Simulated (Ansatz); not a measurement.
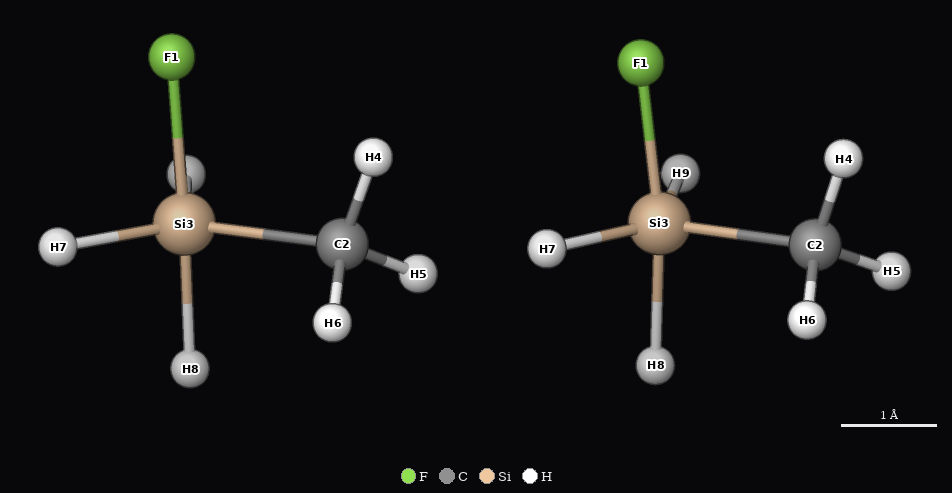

Two geometries of CH6FSi (charge −1) (coarse preliminary run), drawn at one scale. One is the start of a relaxation, the other its converged end. A ball-and-stick model, seen at a tilt.

Theory: RKS PBE-D4/def2-SVPD (Ansatz). Set-up: force threshold 0.03 eV/Å; at most 250 steps.

**Which one is relaxed?**

The left one is the relaxed one. After 4 geometry steps the energy has fallen by 0.158 eV. The largest force component goes from 0.96 to 0.026 eV/Å. The atom that moves furthest after the best rigid fit is H9 (0.20 Å). By element the largest moves are H 0.20 Å, F 0.12 Å, C 0.04 Å, Si 0.01 Å. Among the contacts that change: F1–Si3 1.765 → 1.843 Å, Si3–H7 1.492 → 1.533 Å, C2–Si3 1.905 → 1.936 Å, C2–H4 1.086 → 1.108 Å. Bond angles that change, for instance: H7–Si3–H9 135.9° → 120.5°, C2–Si3–H7 112.0° → 119.6°, F1–Si3–H8 170.8° → 177.7°.
